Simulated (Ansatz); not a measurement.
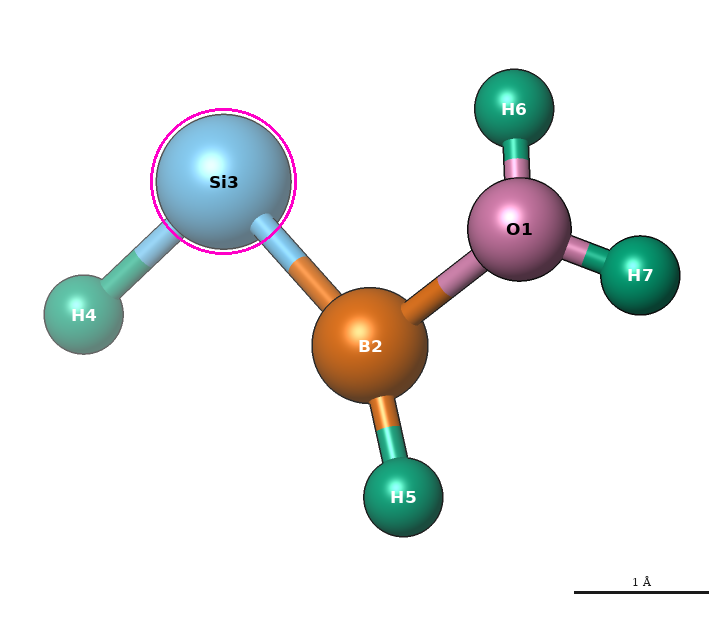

Orthographic view. Depth is shown by fading: the farther an atom, the more it takes the colour of the background. The species is neutral and a spin doublet. Computed geometry: PBE0-D4/def2-TZVP optimisation. No frequency run is at hand to confirm it as a minimum.

Q: Name the neighbours of the circled atom.

A: The circled atom is Si3; it is bonded to B2, H4.

Q: Which two atoms are farthest apart in space?

A: H4 and H7, 4.73 Å.

Q: What is the shortest path along bonds from the circled atom to H7?

A: Si3–B2–O1–H7, 3 bonds; through space the two are 3.65 Å apart.

Q: Which atom is farthest from the viewer?

A: H4, 1.4 Å behind the mean position.
